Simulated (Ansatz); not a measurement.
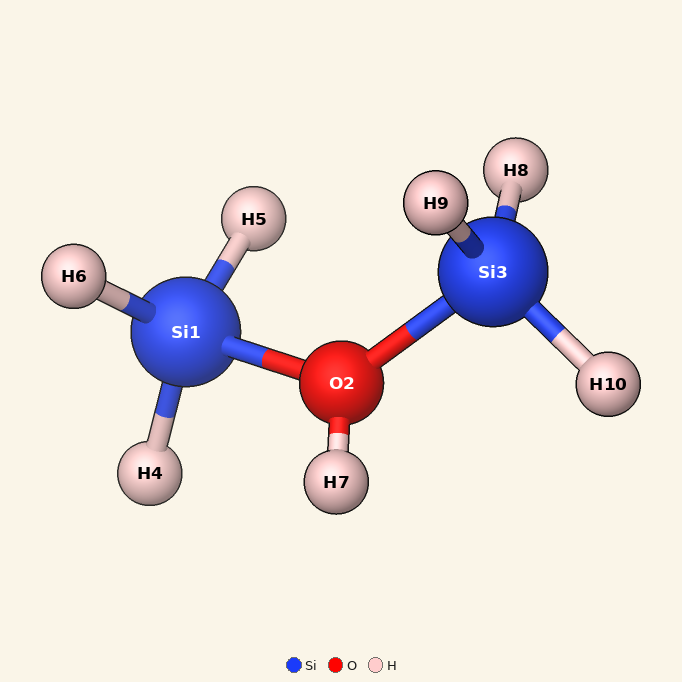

Atoms carry their numbers in the input. The species has charge +1 and is a spin singlet. Computed geometry: PBE-D4/def2-SVP optimisation. No frequency run is at hand to confirm it as a minimum.

Estimate the angles O2–Si1–H5, O2–Si1–H6, Si1–O2–Si3, Si1–O2–H7, O2–Si3–H8, O2–Si3–H9, O2–Si1–H4.

```csv
angle,degrees
O2–Si1–H5,100.8
O2–Si1–H6,104.8
Si1–O2–Si3,130.2
Si1–O2–H7,114.7
O2–Si3–H8,100.9
O2–Si3–H9,104.8
O2–Si1–H4,101.7
```
